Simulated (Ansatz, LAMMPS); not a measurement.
**Structural relaxation of a frame of liquid hydrogen fluoride from 273 K (98 atoms)**

Wanted: the relaxed structure of a frame of liquid hydrogen fluoride from 273 K (98 atoms) and its electronic structure.

Program: Ansatz 0.2.0. Level of theory: Kohn-Sham DFT, PBE, PAW (set soft_2), plane waves. Results are calculated unless marked as measured.

## 1. The starting structure

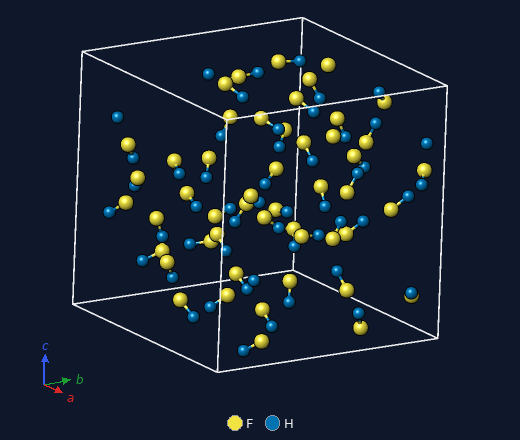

The starting structure, seen slightly off an axis (fluorine yellow, hydrogen blue). Bonds to atoms that aren't drawn are left out. Some periodic images of atoms are drawn too.

The cell holds 98 atoms: 49 F and 49 H. Cell: a = 11.756 Å, b = 11.756 Å, c = 11.756 Å, α = 90.0°, β = 90.0°, γ = 90.0°. 49 hydrogen fluoride placed at random, at 1 g/cm³; overlaps pushed apart, then 10 ps at 373 K with a harmonic two-site HF with charges of 0.5 e and a 12-6 site on F. Snapshot after 20 ps at 273 K and fixed volume.

What the set-up can't give: The starting topology of bonds comes from the classical model. Sampling is at Γ alone, for a cell whose shortest periodic width is 12 Å.

## 2. Making the structure

A classical potential supplies the starting structure, since it reaches far longer times than DFT.

This step: classical MD, a harmonic two-site HF with charges of 0.5 e and a 12-6 site on F (LAMMPS 22 Jul 2025 - Update 4).

in.lmp reads:

```
# liquid hydrogen fluoride
units real
atom_style full
boundary p p p
bond_style harmonic
angle_style harmonic
dihedral_style opls
improper_style harmonic
special_bonds lj 0 0 0.5 coul 0 0 0.75
read_data data.lmp
neigh_modify delay 0 every 1 check yes one 4000
comm_modify cutoff 12.0
timestep 0.5
thermo_style custom step time temp pe press density
thermo_modify norm yes
# push overlapping molecules apart
pair_style soft 2.6
pair_coeff * * 0.0
variable a equal ramp(1,60)
fix ad all adapt 1 pair soft a * * v_a
velocity all create 373 694828 mom yes dist gaussian
fix lim all nve/limit 0.03
fix lan all langevin 373 373 50 694829 zero yes
thermo 1000
run 3000 post no
unfix ad
pair_style lj/cut/coul/long 9.0
pair_modify mix arithmetic tail yes
pair_coeff 1 1 0.1200 2.8300   # F
pair_coeff 2 2 0.0000 1.0000   # H
kspace_style pppm 1.0e-4
thermo 100
minimize 1e-5 1e-3 300 3000
reset_timestep 0
# [... 14 lines left out ...]
compute msd all msd com yes
thermo 5000
fix md all nvt temp 273 273 100
run 20000 post no
print "== T273: mean square displacement over the hold $(c_msd[4]:%.2f) A^2"
unfix md
uncompute msd
write_dump all custom T273.dump id type xs ys zs modify sort id
```

Started as:

```
$ lmp -in in.lmp -log none -nocite
```

Numbers of over 12 decimals in the logs are rounded to 6 here.

The log of the run:

```text
LAMMPS (22 Jul 2025 - Update 4)
Reading data file ...
  orthogonal box = (0 0 0) to (11.75571 11.75571 11.75571)
  98 atoms
  orthogonal box = (0 0 0) to (11.75571 11.75571 11.75571)
  49 bonds
   Step          Time           Temp          PotEng         Press         Density
         0   0              373            0.18575158    -11695.633      1.0019995
      1000   500            381.66603      0.43362431     5695.4033      1.0019995
      2000   1000           341.55713      0.30643504     10996.806      1.0019995
      3000   1500           365.48828      0.36219077     13739.554      1.0019995
Loop time of 0.0669823 s on 1 MPI rank(s) for 3000 steps with 98 atoms
PPPM initialization ...
  G vector (1/distance) = 0.30877468
  grid = 8 8 8
  estimated relative force accuracy = 2.5625825e-05
   Step          Time           Temp          PotEng         Press         Density
      3000   1500           365.48828      0.52742015     6673.7923      1.0019995
[... 13 lines left out ...]
      2000   1000           390.52117     -5.4558151     -376.0355       1.0019995
Loop time of 0.382089 s on 1 MPI rank(s) for 2000 steps with 98 atoms
   Step          Time           Temp          PotEng         Press         Density
      2000   1000           390.52117     -5.4558151     -376.0355       1.0019995
[... 5 lines left out ...]
Loop time of 1.93547 s on 1 MPI rank(s) for 10000 steps with 98 atoms
   Step          Time           Temp          PotEng         Press         Density
[... 4 lines left out ...]
Loop time of 0.953993 s on 1 MPI rank(s) for 5000 steps with 98 atoms
   Step          Time           Temp          PotEng         Press         Density
[... 2 lines left out ...]
     25000   24000          292.71133     -5.9139963     -3265.9812      1.0019995
     30000   29000          314.30725     -5.8119016     -1931.1743      1.0019995
     35000   34000          270.98945     -5.8774954     -3337.9996      1.0019995
     37000   36000          262.58692     -5.9123634     -1534.4941      1.0019995
Loop time of 3.73629 s on 1 MPI rank(s) for 20000 steps with 98 atoms
== T273: mean square displacement over the hold 19.64 A^2
```

Run time: 7.4 s. Hardware: 1 thread of Intel Xeon 6975P-C (Granite Rapids), shared host; peak memory 0.072 GiB.

The input also reads data.lmp (atoms, bonds and types; not printed here).

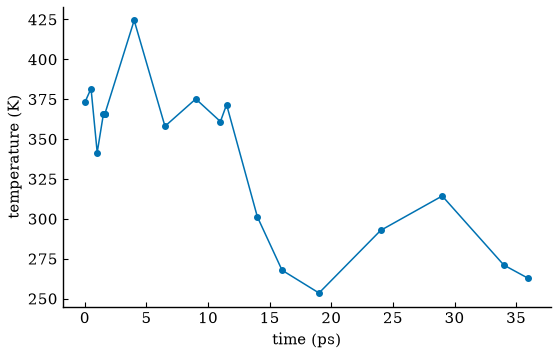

Temperature, plotted against time.

## 3. Single point at the start

A single point comes first, to see the forces before anything moves.

input.yaml reads:

```yaml
crystal:
  lattice:
    - [11.75571, 0.0, 0.0]
    - [0.0, 11.75571, 0.0]
    - [0.0, 0.0, 11.75571]
  atoms:
    - { symbol: F, position: [0.93739, 0.61838, 0.2253] }
    - { symbol: H, position: [0.89507, 0.59933, 0.29211] }
    - { symbol: F, position: [0.25471, 0.0547, 0.69314] }
    - { symbol: H, position: [0.23039, 0.09618, 0.62808] }
    - { symbol: F, position: [0.26603, 0.59632, 0.38926] }
    - { symbol: H, position: [0.24514, 0.56152, 0.31721] }
    - { symbol: F, position: [0.37927, 0.39213, 0.32718] }
    - { symbol: H, position: [0.44867, 0.38831, 0.2797] }
    - { symbol: F, position: [0.74107, 0.29663, 0.58954] }
    - { symbol: H, position: [0.70774, 0.35819, 0.54628] }
    - { symbol: F, position: [0.9935, 0.49209, 0.86643] }
    - { symbol: H, position: [0.05436, 0.54406, 0.85269] }
    - { symbol: F, position: [0.98846, 0.20422, 0.09211] }
    - { symbol: H, position: [0.94306, 0.15385, 0.04988] }
    - { symbol: F, position: [0.93518, 0.95349, 0.65429] }
    - { symbol: H, position: [0.99308, 0.90494, 0.61915] }
    - { symbol: F, position: [0.77139, 0.50913, 0.77986] }
    - { symbol: H, position: [0.83445, 0.50929, 0.7238] }
    - { symbol: F, position: [0.75722, 0.92765, 0.45424] }
    - { symbol: H, position: [0.77507, 0.99192, 0.5034] }
    - { symbol: F, position: [0.0839, 0.34334, 0.18689] }
    - { symbol: H, position: [0.05573, 0.27343, 0.15055] }
    - { symbol: F, position: [0.91582, 0.08974, 0.27098] }
    - { symbol: H, position: [0.89094, 0.02964, 0.22598] }
    - { symbol: F, position: [0.19042, 0.14717, 0.53206] }
    - { symbol: H, position: [0.13544, 0.1712, 0.48293] }
    - { symbol: F, position: [0.63743, 0.60459, 0.35912] }
    - { symbol: H, position: [0.62881, 0.68748, 0.35092] }
    - { symbol: F, position: [0.41999, 0.14168, 0.26052] }
    - { symbol: H, position: [0.40175, 0.18087, 0.19012] }
    - { symbol: F, position: [0.52865, 0.38565, 0.21139] }
    - { symbol: H, position: [0.59467, 0.39344, 0.16748] }
    - { symbol: F, position: [0.86061, 0.59754, 0.41056] }
    - { symbol: H, position: [0.8313, 0.65067, 0.46326] }
    - { symbol: F, position: [0.44942, 0.06622, 0.45244] }
    - { symbol: H, position: [0.4468, 0.09733, 0.37601] }
    - { symbol: F, position: [0.64704, 0.4248, 0.4609] }
    - { symbol: H, position: [0.65097, 0.48976, 0.41228] }
    - { symbol: F, position: [0.6206, 0.41158, 0.84832] }
    - { symbol: H, position: [0.69, 0.44492, 0.81912] }
    - { symbol: F, position: [0.23228, 0.74909, 0.49813] }
    - { symbol: H, position: [0.25337, 0.68694, 0.45223] }
    - { symbol: F, position: [0.27974, 0.80765, 0.26542] }
    - { symbol: H, position: [0.33192, 0.77813, 0.21416] }
    - { symbol: F, position: [0.09402, 0.84714, 0.28564] }
    - { symbol: H, position: [0.17589, 0.84456, 0.29918] }
    - { symbol: F, position: [0.89967, 0.71306, 0.05332] }
    - { symbol: H, position: [0.93047, 0.68098, 0.12366] }
    - { symbol: F, position: [0.10716, 0.86555, 0.60292] }
    - { symbol: H, position: [0.14908, 0.8157, 0.55358] }
    - { symbol: F, position: [0.1269, 0.81225, 0.88546] }
    - { symbol: H, position: [0.1552, 0.8914, 0.8847] }
    - { symbol: F, position: [0.71326, 0.38744, 0.11912] }
    - { symbol: H, position: [0.78014, 0.38804, 0.07079] }
    - { symbol: F, position: [0.78343, 0.7063, 0.55877] }
    - { symbol: H, position: [0.77344, 0.75796, 0.62467] }
    - { symbol: F, position: [0.20568, 0.36432, 0.44571] }
    - { symbol: H, position: [0.2797, 0.35969, 0.41383] }
    - { symbol: F, position: [0.48314, 0.33375, 0.958] }
    - { symbol: H, position: [0.54166, 0.3764, 0.91576] }
    - { symbol: F, position: [0.82415, 0.83442, 0.91054] }
    - { symbol: H, position: [0.86335, 0.78218, 0.96708] }
    - { symbol: F, position: [0.92719, 0.92152, 0.16016] }
    - { symbol: H, position: [0.98716, 0.87966, 0.19305] }
    - { symbol: F, position: [0.03625, 0.41533, 0.52171] }
    - { symbol: H, position: [0.10872, 0.39119, 0.49309] }
    - { symbol: F, position: [0.37466, 0.23888, 0.08621] }
    - { symbol: H, position: [0.43085, 0.2634, 0.03042] }
    - { symbol: F, position: [0.14437, 0.62099, 0.85614] }
    - { symbol: H, position: [0.1532, 0.70322, 0.86384] }
    - { symbol: F, position: [0.48661, 0.93145, 0.59266] }
    - { symbol: H, position: [0.47477, 0.98843, 0.53804] }
    - { symbol: F, position: [0.44387, 0.74411, 0.91021] }
    - { symbol: H, position: [0.46785, 0.77788, 0.83657] }
    - { symbol: F, position: [0.83095, 0.03885, 0.7981] }
    - { symbol: H, position: [0.87536, 0.00017, 0.73824] }
    - { symbol: F, position: [0.37332, 0.7363, 0.09335] }
    - { symbol: H, position: [0.39535, 0.72136, 0.01759] }
    [... 14 atom lines left out ...]
    - { symbol: F, position: [0.91232, 0.49967, 0.64484] }
    - { symbol: H, position: [0.96863, 0.48382, 0.58361] }
    - { symbol: F, position: [0.65531, 0.79443, 0.34816] }
    - { symbol: H, position: [0.69143, 0.84638, 0.40142] }
    - { symbol: F, position: [0.89559, 0.08541, 0.97179] }
    - { symbol: H, position: [0.87389, 0.06291, 0.89343] }
kpoints:
  mp_grid: { grid: [1, 1, 1] }
hamiltonian:
  xc: pbe
scf:
  occupations: { method: fermi_dirac, width: 0.025 }
output:
  forces: true
  stress: true
  populations: true
  dos:
    method: { smearing: { sigma: 0.15 } }
    de: 0.1
    projected: { site_lists: { F: [F], H: [H] } }
  eigenvalues: true
```

Started as:

```
$ ansatz run input.yaml --threads 4 --pin off --max-ram 8192MiB --backend cpu --events-out ev --progress --plain --runs-dir out
```

The log of the run:

```text
Engine: ansatz 0.2.0, x86_64-unknown-linux-gnu
Pseudopotentials: kind: paw
Pseudopotential: F, paw, valence charge 7, recommended cutoff 420 eV (normal), F.paw.azcp
Pseudopotential: H, paw, valence charge 1, recommended cutoff 420 eV (normal), H.paw.azcp
Functional definition: PBE
  parameter kappa = 0.804
  parameter beta = 0.066725
  exchange = pbe_x(kappa = kappa, mu = beta*pi^2/3)
  correlation = pbe_c(beta = beta)
Crystal: 98 atoms, lattice volume = 1624.601 Å³
Basis set: ecut = 420 eV, 31559 PW (Γ), exchange–correlation on 160×160×160 points (8 copies of the dense FFT grid, shifted against one another)
Bands: 294, of which v1, the nominal top of the filled ones, is band 196 counted from 1 (195 counted from 0)
Symmetry: 1 space group operations
Space group: P1 (ITA 1), of the structure as read, at distance tolerance 1.2e-4 Å
k-points: 1
Non-local potential: F, projectors of the file, l = 0: 2, l = 1: 2, l = 2: 1
Non-local potential: H, projectors of the file, l = 0: 2, l = 1: 1
PAW form: soft (Blöchl's): semilocal exchange-correlation on the pseudo side does not see the compensation charge
PAW one-centre angular grid: F, 110 points (default); XC on 64 Gauss nodes
PAW one-centre angular grid: H, 110 points (default); XC on 64 Gauss nodes
Initial density: superposition of atomic densities (neutral atoms: chi_scale 0, normalization atom), corrected by the library's trained network
Initial wavefunctions: pseudopotential atomic-orbital guess
Functional: x = pbe(κ = 0.804, μ = 0.219515), c = pbe(β = 0.066725)
SCF iter   1: F=—  HF=-40397.064505 eV  |F-HF|=—  |Δ(HF+E_count)|=         —  Δρ=4.01e-3  dr2=2.24e-1  ethr=1.77e-3  ⟨swp⟩=6.0  Hψ=1224  notcnv=0  defer=45
preconditioner: auto → Resta (q_TF=auto, 2.153 Å⁻¹)  ε∞=1.9  [insulator: Δε(μ)=7.231 eV  Ē_g=19.649 eV  σ=0.025 eV  W_gap=1.00  n_scr=256 (ndim 8)  ℏωp=18.2 eV  f_vac=0.506  D(μ)=0.00/eV (n_scr^D=0)  ε∞_Penn≈1.9]
SCF iter   2: F=—  HF=-40396.991905 eV  |F-HF|=—  |Δ(HF+E_count)|=   7.26e-2  Δρ=1.72e-3  dr2=4.80e-2  ethr=5.72e-5  ⟨swp⟩=2.0  Hψ=493  notcnv=0  defer=91
SCF iter   3: F=—  HF=-40396.988226 eV  |F-HF|=—  |Δ(HF+E_count)|=   3.68e-3  Δρ=6.65e-4  dr2=9.69e-3  ethr=1.22e-5  ⟨swp⟩=2.0  Hψ=357  notcnv=0  defer=91
SCF iter   4: F=—  HF=-40396.985804 eV  |F-HF|=—  |Δ(HF+E_count)|=   2.42e-3  Δρ=2.28e-4  dr2=8.27e-4  ethr=2.47e-6  ⟨swp⟩=3.0  Hψ=544  notcnv=0  defer=91
SCF iter   5: F=—  HF=-40396.985484 eV  |F-HF|=—  |Δ(HF+E_count)|=   3.19e-4  Δρ=1.10e-4  dr2=1.31e-4  ethr=2.11e-7  ⟨swp⟩=2.0  Hψ=396  notcnv=0  defer=91
SCF iter   6: F=—  HF=-40396.985464 eV  |F-HF|=—  |Δ(HF+E_count)|=   2.02e-5  Δρ=3.58e-5  dr2=1.35e-5  ethr=3.35e-8  ⟨swp⟩=3.0  Hψ=402  notcnv=0  defer=91
SCF iter   7: F=—  HF=-40396.985395 eV  |F-HF|=—  |Δ(HF+E_count)|=   6.91e-5  Δρ=7.72e-6  dr2=1.04e-6  ethr=3.44e-9  ⟨swp⟩=2.0  Hψ=441  notcnv=0  defer=91
SCF iter   8: F=—  HF=-40396.985398 eV  |F-HF|=—  |Δ(HF+E_count)|=   2.71e-6  Δρ=4.28e-6  dr2=1.98e-7  ethr=2.65e-10  ⟨swp⟩=3.0  Hψ=400  notcnv=0  defer=91
SCF iter   9: F=-40396.985398 eV  HF=-40396.985398 eV  |F-HF|=9.38e-8  |Δ(HF+E_count)|=   2.98e-7  Δρ=1.44e-6  dr2=2.64e-8  ethr=2.55e-11  ⟨swp⟩=18.0  Hψ=2071  notcnv=0
SCF 1 converged in 9 iterations: F = -40396.985398 eV  dr2 = 2.64e-8
  greatest PAW one-centre occupation: 0.930 electrons in one spin orbital (limit 2), on the F atom at site 62 (counted from 0), in its partial waves of l = 0
SCF converged after 9 iterations
Free energy (F): -40396.985398 eV
Harris-Foulkes:  -40396.985398 eV  (|F-HF|=9.38e-8)
Internal energy: -40396.985398 eV  (E = F + TS)
E sigma→0 (E₀):  -40396.985398 eV
Fermi energy:    -2.340562 eV
--- Per-component energies (eV) ---
  E_band       = -5171.820712
  E_kinetic    = 10769.203001
  E_local      = -52345.818931  (includes V_loc(G=0)·N_el)
  E_nonlocal   = 3694.206778
  E_hartree    = 20767.777797
  E_xc         = -4310.580862
  E_vxc        = -5528.760558  (∫ρ·V_xc dr)
  E_paw        = -9875.363795  (= ΣΔE_a)
  E_vpaw       = -3296.245217  (= ΣTr[D̂ρ^β])
  E_aug_tail   = 0.051121  (compensation charges beyond the density's cutoff)
  E_ewald      = -9096.460507
  E_smearing   = -0.000000  (= −TS)
  E_closure    = 0.000000  (closes the sum)
  Σ components = -40396.985398   (vs F -40396.985398, Δ=0.00e0)
--- Forces (eV/Å), atoms counted from 1 ---
  atom   1  F      0.92720559    -0.25518147    -0.73598321
  atom   2  H     -0.37809807     0.37773783     0.70772896
  atom   3  F      1.12949539    -0.50588505     0.59487006
  atom   4  H     -0.70752917     0.41203782    -0.56563424
  atom   5  F      0.82847104    -0.78182387    -0.06567764
  atom   6  H     -0.58459006    -0.38234056    -0.20222575
  atom   7  F     -0.62034648    -0.08433244     0.74831323
  atom   8  H     -0.98866678     0.05427163     0.84554184
  atom   9  F      0.16418522     0.38666843     0.76771893
  atom  10  H     -0.03657539     0.00679228    -0.49298154
  atom  11  F     -1.03486866    -1.17178769    -0.12900123
  atom  12  H      0.81183338     1.03244762     0.32666304
  atom  13  F      1.10397949     1.17254718     1.12779140
  atom  14  H     -0.78676342    -1.09890679    -1.41788588
[...]
atom  97  F     -0.08991640    -0.35929677     0.84297694
  atom  98  H     -0.01604089     0.09173936    -0.05122824
  max |Σ_I F_I| component: 1.81e-5 eV/Å
--- Stress (GPa, compression-positive) ---
        2.796757       0.357886      -0.613201
        0.357886       3.377337       0.104966
       -0.613201       0.104966       3.699079
  P = ⅓ Tr σ = 3.2911 GPa (32.911 kbar)
--- Band table (eV) ---
  k-point 0: bands = ["-28.6499", "-28.5895", "-28.4903", "-28.3786", [... 278 levels ...], "8.7603", "8.8011", "8.9127", "8.9681", "8.9972", "9.1799", "9.2199", "9.2434", "9.2938", "9.3573", "9.4422", "9.4790"]
--- Löwdin populations: 98 sites ---
  site symbol       q [e]
     0      F      7.4275
     1      H      0.5042
     2      F      7.4153
[...]
97      H      0.5201
  spilling = 0.006770 (of n_electrons = 392.000000)
```

Wall time 9 s (4 threads of Intel Xeon 6975P-C (Granite Rapids), shared host); peak memory 1.7 GiB.

Numbers from this run:

| Item | Value |
| --- | --- |
| free energy | -40396.9854 eV |
| free energy per atom | -412.2141 eV/atom |
| SCF cycles | 9 |
| pressure | 3.291 GPa |
| r.m.s. force component | 0.6899 eV/Å |
| longest force | 2.93 eV/Å |
| Fermi energy | -2.341 eV |
| gap (highest filled to lowest empty level) | 7.103 eV |
| spilling of the projection | 0.00677 |

The r.m.s. force component of 0.69 eV/Å and the pressure of 3.3 GPa set the starting point.

Length of the force by element:

| element | coordination | atoms | mean length of the force (eV/Å) | spread | least | most |
| --- | --- | --- | --- | --- | --- | --- |
| F | all | 49 | 1.22 | 0.541 | 0.426 | 2.82 |
| H | all | 49 | 0.870 | 0.573 | 0.106 | 2.93 |

[end of part 1 of 3]

[Logs are printed without paths, hosts, clocks, repeated set-up lines and the standing remarks that a program may print on its own settings, such as how far it seeks lower states.]

[Hosts, paths, dates, database ids (printed as entryN), source tags and the programs' standing remarks are cut or masked in the printed files.]
